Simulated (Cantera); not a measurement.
Input: 1 mol C, 1.1 mol H2O, 18 mol H2, at 0.100 bar.

Cantera equilibrium calculation (NASA polynomials, part measured and part estimated; ideal gas, pure solids and liquids). Candidate condensed phases: C, C6H6, C7H8, C8H18, H2O; 110 gas species. Kinetics and transport are ignored.

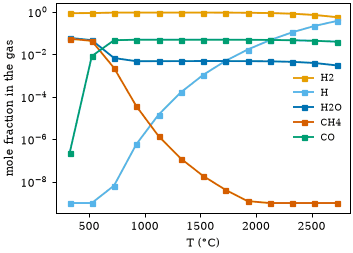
Figure: Equilibrium gas composition (values under 1e-9 drawn at 1e-9)

### Question
Read off the mole fractions at 1125 °C.

### Answer
H2 about 0.95, CO about 0.050, H2O about 0.0049, H about 1.5e-5, CH4 about 1.4e-6.
